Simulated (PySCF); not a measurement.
**C$_{3}$H$_{5}$ClOSi: one change and its effect**

System: C$_{3}$H$_{5}$ClOSi.
Method of run A: GIAO PBE0/pcSseg-2 NMR shielding, non-relativistic, gas phase (PySCF 2.14.0).

The geometry comes from this level: PBE0-D3(BJ)/def2-SVP. Text and figures count atoms from 1; the logs count them from 0 in places.

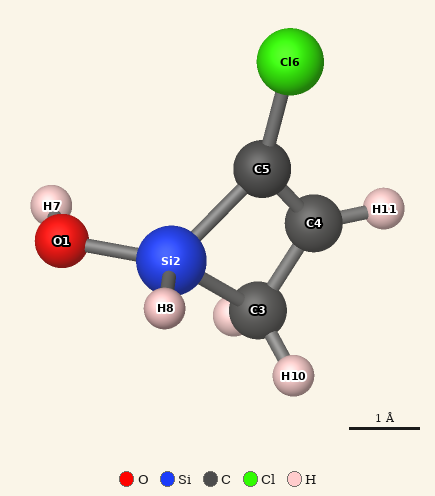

The input geometry (ball-and-stick view, seen at a tilt; atoms are numbered from 1 in the order of the input). Bond lengths as drawn: C–C 1.35 to 1.52 Å, C–Cl 1.71 Å, C–H 1.10 Å, C–Si 1.87 to 1.91 Å, H–O 0.96 Å, H–Si 1.49 Å and O–Si 1.66 Å.

Input, run A:
```
{"job": {"kind": "nmr", "xc": "PBE0", "basis": "pcSseg-2", "pop": false}, "charge": 0, "multiplicity": 1}
O      2.309712     0.072144     0.552740
Si     0.954753    -0.154435    -0.378372
C     -0.581962    -1.047220     0.310108
C     -1.320788     0.233028    -0.028118
C     -0.402574     1.128543    -0.453356
Cl    -0.671545     2.747982    -0.948290
H      2.183446     0.457307     1.425124
H      1.485558    -0.640817    -1.677842
H     -0.567594    -1.273891     1.389268
H     -0.943000    -1.941464    -0.224284
H     -2.406130     0.385663     0.041641
```

The first line tells a small driver script what to run in PySCF; the rest is the geometry in Å.

Command:
```bash
OMP_NUM_THREADS=1 python <driver script> task.json out
```

Hardware: 1 CPU thread, shared host.

Output (run A):
```
coarse grid: 10696 points
cycle   1  E = -941.7721795630  dE =  7.945e-01  |g| = 7.510e-01  |ddm| = 2.526e+00
cycle   2  E = -941.6264549349  dE =  1.457e-01  |g| = 1.155e+00  |ddm| = 1.169e+00
cycle   3  E = -941.8723584981  dE = -2.459e-01  |g| = 1.263e-01  |ddm| = 7.869e-01
cycle   4  E = -941.8753870061  dE = -3.029e-03  |g| = 4.695e-02  |ddm| = 1.165e-01
cycle   5  E = -941.8758861803  dE = -4.992e-04  |g| = 1.455e-02  |ddm| = 4.745e-02
cycle   6  E = -941.8759321018  dE = -4.592e-05  |g| = 3.964e-03  |ddm| = 1.879e-02
cycle   7  E = -941.8759345926  dE = -2.491e-06  |g| = 1.834e-03  |ddm| = 4.105e-03
final grid: 95368 points
cycle   8  E = -941.8818511747  dE = -6.429e-05  |g| = 8.600e-03  |ddm| = 3.867e-02
cycle   9  E = -941.8818284416  dE =  2.273e-05  |g| = 1.273e-02  |ddm| = 1.488e-02
cycle  10  E = -941.8818664685  dE = -3.803e-05  |g| = 1.703e-03  |ddm| = 9.759e-03
cycle  11  E = -941.8818669952  dE = -5.267e-07  |g| = 5.642e-04  |ddm| = 1.608e-03
cycle  12  E = -941.8818670671  dE = -7.191e-08  |g| = 1.737e-04  |ddm| = 4.947e-04
cycle  13  E = -941.8818670732  dE = -6.057e-09  |g| = 4.892e-05  |ddm| = 1.556e-04
cycle  14  E = -941.8818670737  dE = -4.627e-10  |g| = 1.202e-05  |ddm| = 3.721e-05
converged SCF energy = -941.8818670737

GIAO shielding tensors (ppm)
atom      isotropic    diamagn.    paramagn.     s11        s22        s33       span
  0 O      270.374     383.063    -112.689    256.389    273.629    281.104     24.716
  1 Si     353.404     875.602    -522.198    335.340    349.650    375.223     39.883
  2 C      160.547     248.991     -88.443    147.402    160.533    173.707     26.306
  3 C       23.722     255.619    -231.897   -105.707     39.703    137.170    242.877
  4 C       25.701     255.508    -229.807    -73.298     36.803    113.597    186.896
  5 Cl     714.986    1147.038    -432.053    468.985    706.764    969.208    500.223
  6 H       29.711      31.613      -1.902     22.781     25.384     40.968     18.187
  7 H       25.930      28.163      -2.234     22.814     24.316     30.659      7.845
  8 H       29.568      30.924      -1.356     26.329     27.560     34.813      8.484
  9 H       29.525      29.927      -0.402     26.361     26.851     35.364      9.002
 10 H       24.066      29.888      -5.821     21.658     23.255     27.287      5.629
```

The input of run B differs as follows (lines with − go, lines with + come):
```diff
-"xc": "PBE0"
+"xc": "BP86"
```

How does run B compare with run A?

The total energies belong to different methods, so their difference says nothing on which is more stable or more accurate. The HOMO goes from −7.42 to −6.38 eV. The LUMO goes from −0.74 to −1.75 eV. The dipole moment goes from 2.16 to 2.07 D. Of all shieldings, the largest change is that of Cl6, by −39.8 ppm. The functional changes from PBE0 to BP86. Exact exchange removes part of the self-interaction error of semilocal functionals, which pushes filled and empty levels apart. The SCF takes 17 iterations against 14.

Output (run B):
```
coarse grid: 10696 points
cycle   1  E = -942.2764375150  dE =  7.194e-01  |g| = 9.358e-01  |ddm| = 2.560e+00
cycle   2  E = -941.6855583866  dE =  5.909e-01  |g| = 1.919e+00  |ddm| = 2.185e+00
cycle   3  E = -942.4235140197  dE = -7.380e-01  |g| = 2.873e-01  |ddm| = 1.810e+00
cycle   4  E = -942.4397227690  dE = -1.621e-02  |g| = 1.206e-01  |ddm| = 2.905e-01
cycle   5  E = -942.4428408637  dE = -3.118e-03  |g| = 5.017e-02  |ddm| = 1.352e-01
cycle   6  E = -942.4434036310  dE = -5.628e-04  |g| = 1.383e-02  |ddm| = 6.340e-02
cycle   7  E = -942.4434300278  dE = -2.640e-05  |g| = 8.476e-03  |ddm| = 1.509e-02
cycle   8  E = -942.4434477757  dE = -1.775e-05  |g| = 2.472e-03  |ddm| = 8.542e-03
cycle   9  E = -942.4434492638  dE = -1.488e-06  |g| = 7.590e-04  |ddm| = 2.270e-03
final grid: 95368 points
cycle  10  E = -942.4518277298  dE = -8.609e-05  |g| = 7.163e-03  |ddm| = 5.052e-02
cycle  11  E = -942.4518126003  dE =  1.513e-05  |g| = 9.632e-03  |ddm| = 1.207e-02
cycle  12  E = -942.4518324517  dE = -1.985e-05  |g| = 3.601e-03  |ddm| = 9.573e-03
cycle  13  E = -942.4518350659  dE = -2.614e-06  |g| = 8.725e-04  |ddm| = 3.300e-03
cycle  14  E = -942.4518352259  dE = -1.600e-07  |g| = 3.743e-04  |ddm| = 9.049e-04
cycle  15  E = -942.4518352590  dE = -3.305e-08  |g| = 7.441e-05  |ddm| = 3.025e-04
cycle  16  E = -942.4518352600  dE = -1.039e-09  |g| = 3.252e-05  |ddm| = 7.822e-05
cycle  17  E = -942.4518352602  dE = -2.551e-10  |g| = 8.211e-06  |ddm| = 3.919e-05
converged SCF energy = -942.4518352602

GIAO shielding tensors (ppm)
atom      isotropic    diamagn.    paramagn.     s11        s22        s33       span
  0 O      260.461     382.002    -121.541    245.023    263.496    272.864     27.841
  1 Si     334.810     875.983    -541.174    313.375    332.329    358.725     45.350
  2 C      153.538     248.184     -94.646    140.268    153.492    166.855     26.586
  3 C       22.056     255.099    -233.042    -99.190     36.037    129.322    228.512
  4 C       22.517     255.604    -233.087    -67.207     29.753    105.003    172.210
  5 Cl     675.145    1147.222    -472.077    422.583    668.104    934.746    512.163
  6 H       29.839      31.639      -1.800     23.302     25.828     40.388     17.086
  7 H       25.746      28.134      -2.388     22.695     24.185     30.357      7.663
  8 H       29.497      30.944      -1.447     26.438     27.668     34.383      7.945
  9 H       29.438      29.999      -0.561     26.434     26.981     34.900      8.466
 10 H       24.097      30.024      -5.928     21.843     23.489     26.959      5.116
```

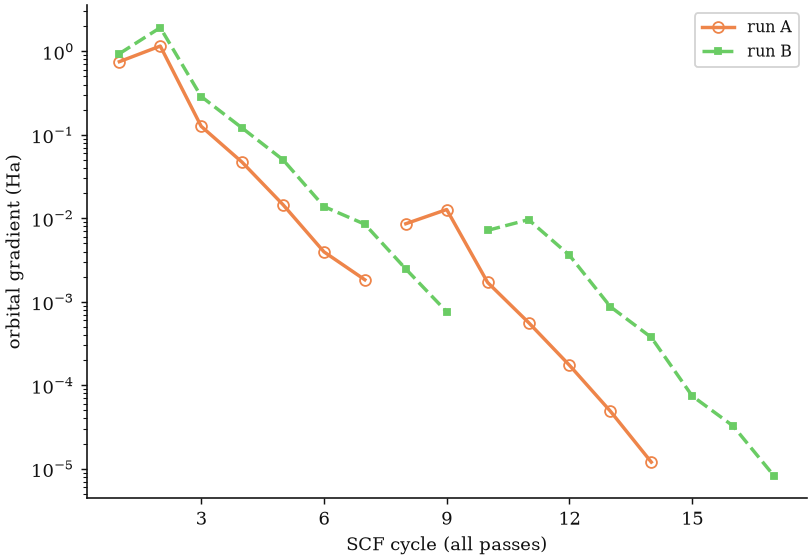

Convergence of the two runs: orbital gradient against the SCF cycle. A break in a curve parts two SCF passes (coarse and final grid). Run A takes 14 cycles in all, and run B takes 17.

The two runs side by side:

| quantity | run A | run B |
| --- | --- | --- |
| outcome | converged | converged |
| total energy (hartree) | −941.881867 | −942.451835 |
| HOMO (eV) | −7.42 | −6.38 |
| LUMO (eV) | −0.74 | −1.75 |
| dipole moment (D) | 2.16 | 2.07 |
| shielding of O1 (ppm) | 270.4 | 260.5 |
| shielding of Si2 (ppm) | 353.4 | 334.8 |
| shielding of C3 (ppm) | 160.5 | 153.5 |
| shielding of C4 (ppm) | 23.7 | 22.1 |
| shielding of C5 (ppm) | 25.7 | 22.5 |
| shielding of Cl6 (ppm) | 715.0 | 675.1 |
| shielding of H8 (ppm) | 25.9 | 25.7 |
| SCF iterations | 14 | 17 |
| basis functions | 300 | 300 |
| wall time (shared host) | 54 s | 69 s |
